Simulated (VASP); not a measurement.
Band structure of MgSe (rock salt). Computed with PBE GGA, VASP's PBE PAW potentials (set 64) (plane waves; VASP).

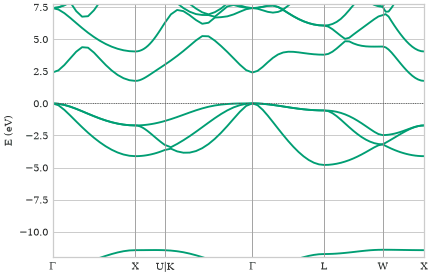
Bands along high-symmetry lines, zero at the valence-band maximum or, without a gap, the Fermi level

**Question.** Read the plot: is there a gap, and where are the band edges?

**Answer.** The gap is indirect, 1.75 eV, from the valence maximum at Γ to the conduction minimum at X. (Edges off the drawn lines would not show.)

The compound is MgSe in the rock salt structure. It was relaxed first.
